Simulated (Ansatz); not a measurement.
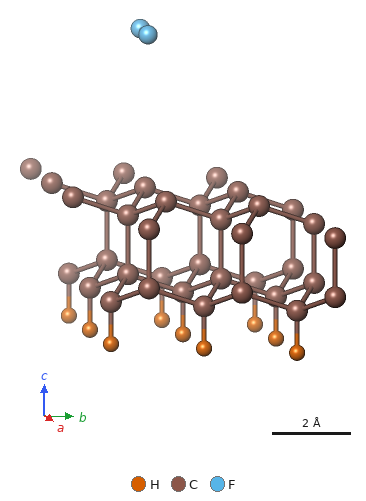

Starting frame of a dynamics run of F2 on C(111), underside capped with H (47 atoms in the cell). Style: ball-and-stick. Shown: the simulation cell, with the vacuum cut short, slightly off an axis. Bonds to atoms that aren't drawn are left out.

Level of theory: Ansatz, DFT PBEsol, scalar-relativistic, plane waves, PAW.

Set-up: plane-wave cutoff 420 eV; k-point mesh 2 × 2 × 1; Fermi-Dirac smearing 0.02 eV; spin collinear; low-accuracy preset; 27 atoms held fixed; constant energy (NVE); time step 0.5 fs; at the start 2 atoms move with typed velocities and the others are at rest. The run takes 130 fs.

Predict how the run goes.

Answer. Over the second half the temperature averages 1316 K (spread ±708 K). It is well above the start because potential energy is released as heat. The potential energy is still drifting at the end, so the run hasn't reached equilibrium. The potential energy in the second half lies on average 65.0 meV per atom below the first frame. Root-mean-square distances from the starting positions over the second half, with the common drift of all atoms taken out: F 1.84 Å, C 0.11 Å. Against the typical shortest distance between atoms in the first frame, about 1.5 Å, the F atoms wander away from their sites and keep going, while the C atoms only vibrate. 2 of the 20 free atoms end more than three quarters of that spacing from the start. Bond changes: 2 C–F bonds form between 120 fs and 128 fs. The total energy stays between −2.3 and 0 meV per atom of its start. A straight-line fit has a slope that amounts to −2.2 meV per atom over 130 fs (4.0 % of the mean kinetic energy), its mean offset in the second half is 2.0 %, and the ripple about the line is 1.5 % of the kinetic energy's fluctuation. That is tolerable for a short run, though not tight (an offset or drift over 2 % of the kinetic energy, or a ripple over 7 %).

Along the run (each row but the first and the last is the mean over the interval that it begins):

```tsv
time (fs)	potential energy (meV/atom)	T (K)
0.0	0.0	155
21.5	-26.4	630
43.0	-29.0	678
64.5	-35.1	791
86.0	-42.5	910
107.5	-109.5	2108
129.0	-157.6	2980
```

The paths of the atoms:

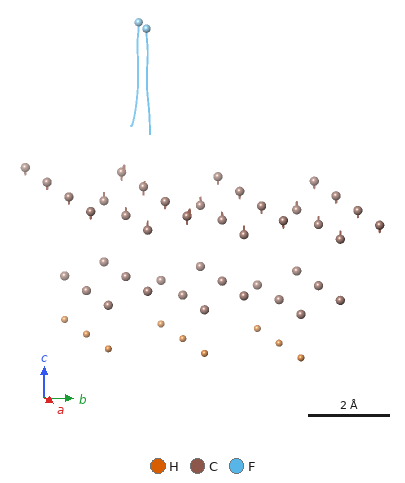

Limits of the set-up: the program's low-accuracy preset was used; the periodic images lie only 7.6 Å apart, so the values are limited by the cell's size.

PAW datasets: the set soft_1.
